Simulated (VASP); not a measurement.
Consider the following.

```
NaF
1.0
    0.00000     2.34605     2.34605
    2.34605     0.00000     2.34605
    2.34605     2.34605     0.00000
Na F
1 1
Direct
  0.00000   0.00000   0.00000
  0.50000   0.50000   0.50000
```

The numbers are results of PBE GGA, VASP's PBE PAW potentials (set 64) (plane waves; VASP), not measurements. Numerical set-up: 520 eV cut-off, 11×11×11 Γ-centred mesh, tetrahedra with Blöchl corrections, potentials Na_pv F.

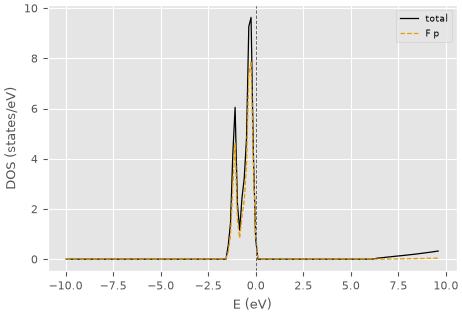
*Total and projected density of states, zero at the valence-band maximum*

Within 2 eV below the valence-band maximum the largest weight inside VASP's projection spheres is F p.

The gap is direct, 6.10 eV, from the valence maximum at Γ to the conduction minimum at Γ.

The compound is NaF in the rock salt structure. It was relaxed first.
